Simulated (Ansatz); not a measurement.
**BF₂H₃Si···H₂O: density, localisation and related maps**

| atom | x (Å) | y (Å) | z (Å) |
| --- | --- | --- | --- |
| B | -0.3112 | -0.7313 | -0.1294 |
| Si | 1.1886 | 0.4688 | -0.8143 |
| F | -1.4118 | -0.9134 | -0.8971 |
| F | -0.0017 | -1.7893 | 0.6571 |
| H | -2.0338 | 0.4308 | 0.9513 |
| O | -1.1045 | 0.3492 | 1.1996 |
| H | 0.6452 | 1.7435 | -1.3626 |
| H | 2.1399 | 0.8121 | 0.2802 |
| H | 1.9622 | -0.2004 | -1.8976 |
| H | -1.0727 | -0.1701 | 2.0127 |

The reactant side of a reaction path; geometry: PBE0-D4/def2-TZVP.

The calculation used RKS PBE0-D4/def2-TZVPP (Ansatz 0.2.0).

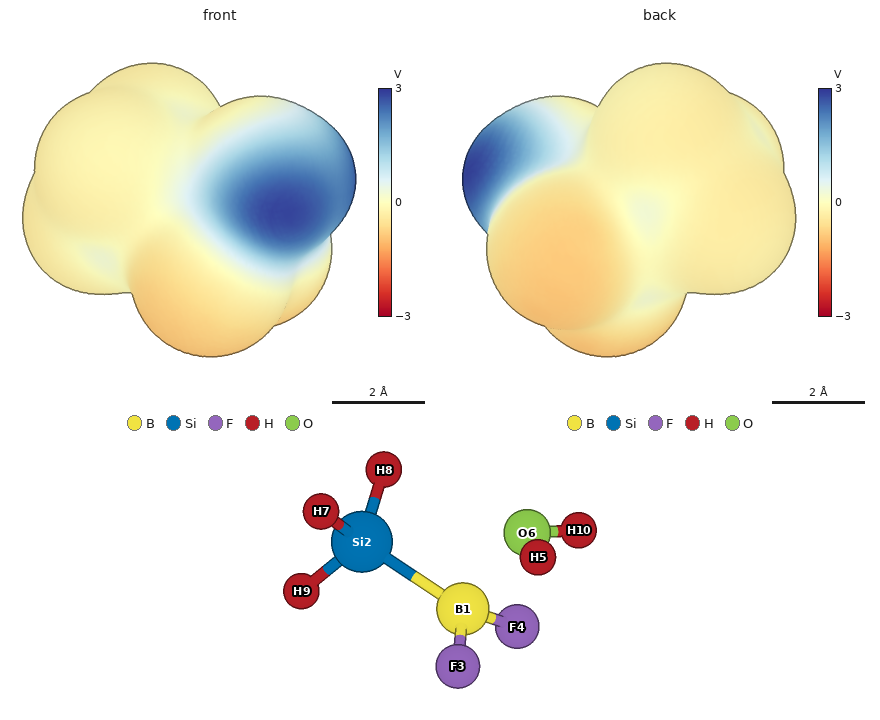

Figure 1. The electrostatic potential painted on the density surface at 0.001 e/bohr³, seen from the front and from behind; red is negative and blue positive. The bare structure is drawn below in the same view.

Q: Where is the surface potential most negative and most positive?

A: The most negative region (about −0.9 V) lies over F3 and F4, the most positive (about +2.8 V) over H5 and H10.

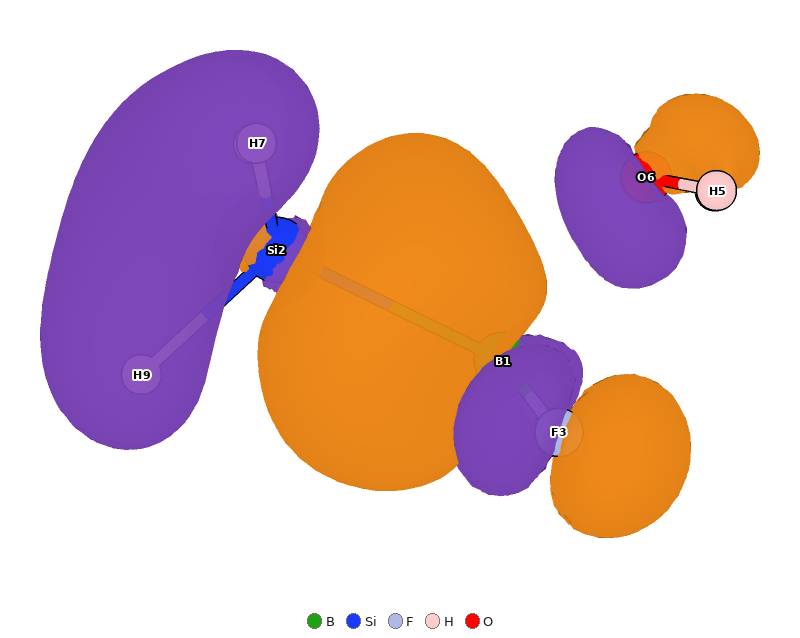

Figure 2. The HOMO at ±0.08 Å⁻³ᐟ² (orange and purple are the two phases), seen at a tilt.

Q: Describe this orbital and give its energy.

A: By Hirshfeld shares it lies mainly on Si2 (about 35 %), B1 (about 30 %), F3 (about 10 %) and F4 (about 10 %). Its energy is −8.01 eV.

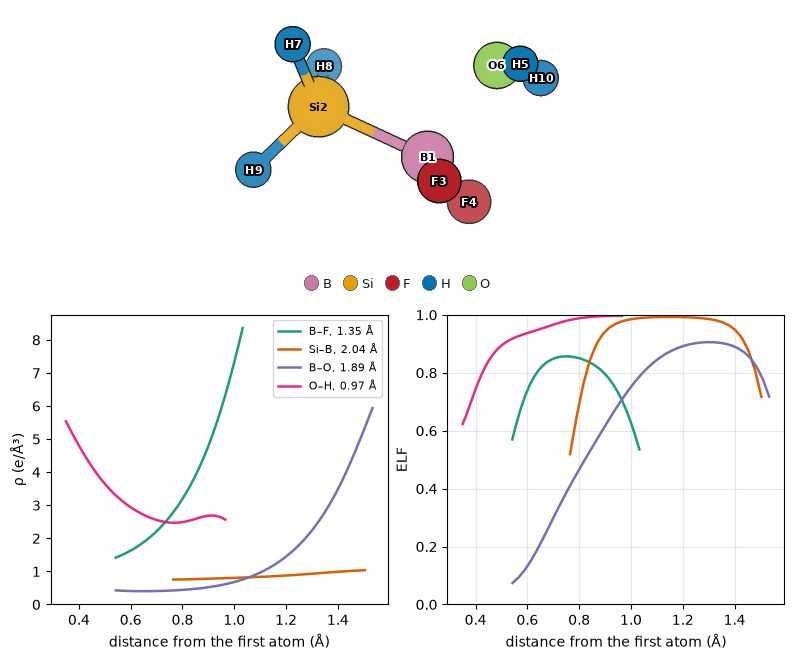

Figure 3. Electron density and ELF along straight lines between neighbouring atoms. The curves leave out the atomic cores. The structure is drawn too.

Q: Compare the contacts.

A: B–F (1.35 Å): ρ at the midpoint is about 2.1 e/Å³; the ELF peaks at about 0.85 between the atoms; a polar covalent bond.
Si–B (2.04 Å): ρ at the midpoint is about 0.81 e/Å³; the ELF peaks at about 1 between the atoms (localised, covalent bonding).
B1···O6 (1.89 Å): the density falls to about 0.4 e/Å³ on the way; the ELF peaks at about 0.90 in the valence shell of O, 0.6 Å from its nucleus, and is about 0.70 at the midpoint.
O–H (0.97 Å): ρ at the midpoint is about 3.8 e/Å³; the ELF climbs to about 1 towards the hydrogen, as it does in any bond to H: a covalent bond by its length.

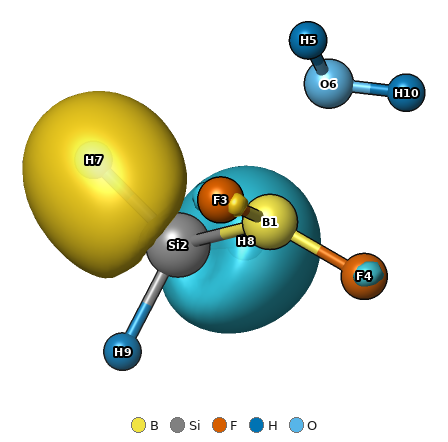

Figure 4. The HOMO−1 at ±0.15 Å⁻³ᐟ² (yellow and cyan are the two phases), seen at an oblique angle.

Q: Where does this orbital lie, and at what energy?

A: Its weight (Hirshfeld) is mainly on Si2 (about 40 %), H7 (about 25 %) and H8 (about 25 %). Its energy is −9.36 eV.
